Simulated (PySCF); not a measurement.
Potential energy surface of Cl₂Si, singlet: map of symmetric stretch and bend. Scanned: Si-Cl bond length and Cl-Si-Cl angle.

Cartesian coordinates as functions of the variables (Å; names that start with a are angles):
```
Si  0  0  0
Cl  r*sin(a/2)  0  r*cos(a/2)
Cl  -r*sin(a/2)  0  r*cos(a/2)
```

Calculation: restricted B3LYP/6-31G*, spherical d (PySCF).

Energy in kJ/mol above the lowest grid point; x is the Si-Cl bond length (Å), y the Cl-Si-Cl angle (°).

```
y \ x    1.77   1.90   2.01   2.11   2.21   2.32   2.42   2.53   2.63   2.73   2.81
------  -----  -----  -----  -----  -----  -----  -----  -----  -----  -----  -----
180     576.6  338.9  230.1  180.5  163.9  172.5  196.8  235.3  276.6  321.2  357.9
173.95  570.7  334.2  226.3  177.3  161.4  170.4  195.1  233.8  275.4  320.2  356.9
165.32  543.3  312.4  208.7  162.9  149.4  160.7  186.9  227.0  269.6  315.1  352.4
156.68  499.0  277.0  180.0  139.3  130.0  144.9  173.7  216.0  260.2  307.0  345.2
148.04  447.1  234.5  145.2  110.6  106.3  125.5  157.5  202.6  248.7  297.1  336.3
139.41  396.1  191.0  108.9   80.4   81.3  105.2  140.5  188.5  236.7  286.8  327.2
130.77  351.4  151.4   75.1   51.8   57.5   85.8  124.3  175.2  225.5  277.3  318.7
122.14  316.8  119.0   46.6   27.4   37.0   69.1  110.6  164.0  216.1  269.4  311.8
113.50  295.8   96.9   26.0    9.3   21.7   56.7  100.4  155.9  209.6  264.1  307.3
104.86  293.5   88.8   16.5    0.0   13.5   50.0   95.2  152.0  206.7  262.0  305.7
96.23   318.0  100.8   22.5    3.1   15.2   51.2   96.4  153.5  208.4  263.9  307.8
85      415.8  165.1   68.0   36.8   40.8   70.9  112.5  166.9  220.2  274.5  317.5
```

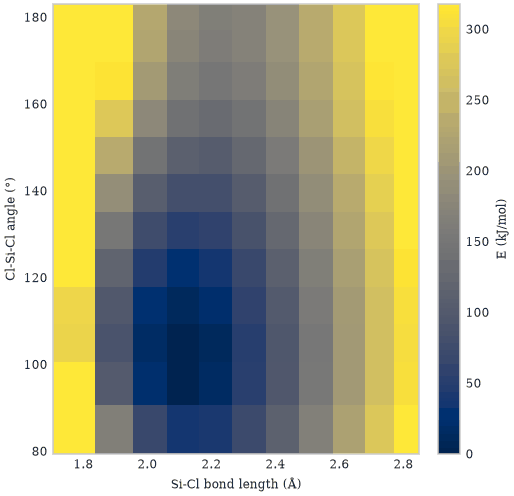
Figure. Energy surface, cut off at 318 kJ/mol.

Points that lie below all their neighbours on the grid: x = 2.11, y = 104.86 (0.0 kJ/mol).
